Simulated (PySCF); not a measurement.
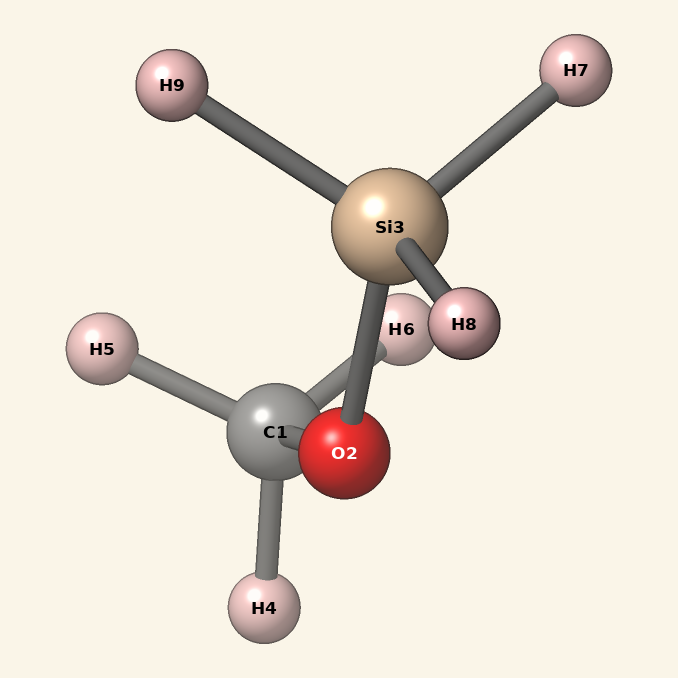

C1 lies behind O2. The molecule seen a little off the O2–C1 bond, O2 in front. Depth is shown by fading: the farther an atom, the more it takes the colour of the background. Computed geometry: PBE0-D3(BJ)/def2-SVP optimisation. No frequency run is at hand to confirm it as a minimum.

What is the torsion angle Si3–O2–C1–H4? The sign is positive where the front bond must turn clockwise to cover the back bond.

178°, antiperiplanar (anti).
